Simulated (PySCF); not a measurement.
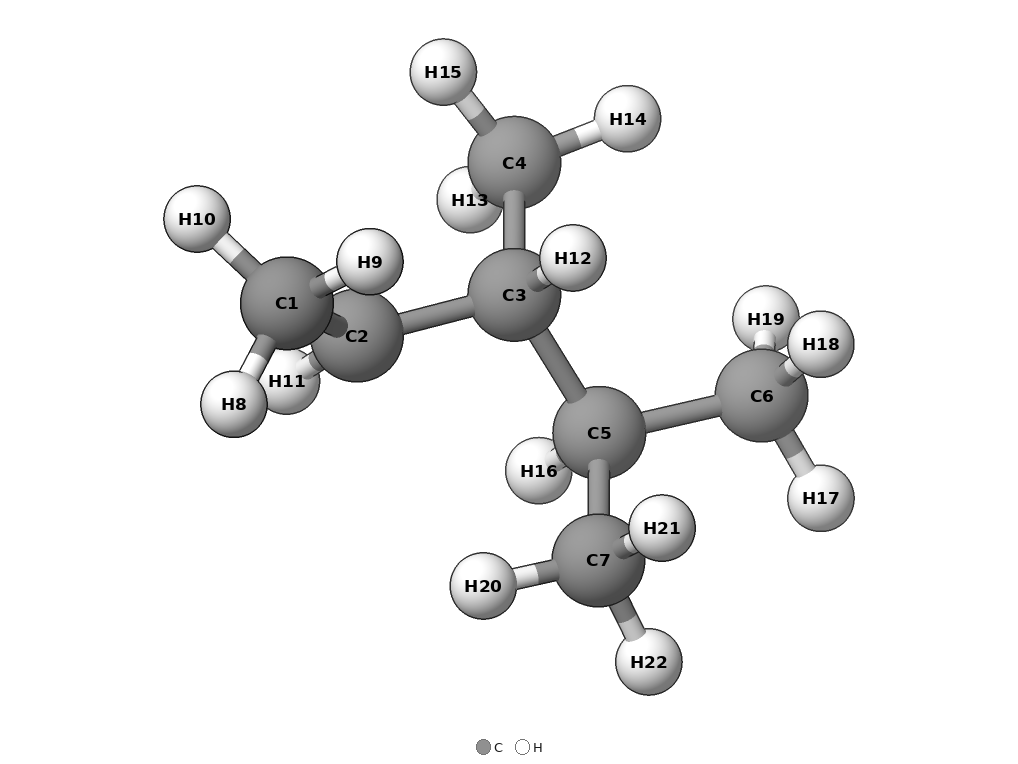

Charge 0, doublet. The computed structure is the end point of a GFN2-xTB optimisation. No frequency run is at hand to confirm it as a minimum. Computed with UKS B3LYP, pcH-1 on C H, non-relativistic (PySCF 2.14.0). Fermi-contact and spin-dipolar terms alone, no spin-orbit part.

Which nucleus has the largest dipolar (anisotropic) hyperfine coupling?

13C at C2: principal values −82.4, −81.4, 163.8 MHz.

List the isotropic and dipolar parts for the most strongly coupled nuclei, one of each equivalent set.

```tsv
atom	isotope	a_iso (MHz)	dipolar part (MHz)
C2	13C	94.0	−82.4, −81.4, 163.8
H11	1H	−61.2	−38.8, −0.4, 39.2
H20	1H	1.8	−7.4, −3.9, 11.2
H8	1H	105.5	−5.2, −4.2, 9.3
H12	1H	4.4	−5.5, −3.8, 9.3
C4	13C	70.9	−4.7, −4.4, 9.1
H10	1H	128.5	−5.3, −3.5, 8.9
H9	1H	3.8	−4.8, −3.8, 8.6
```
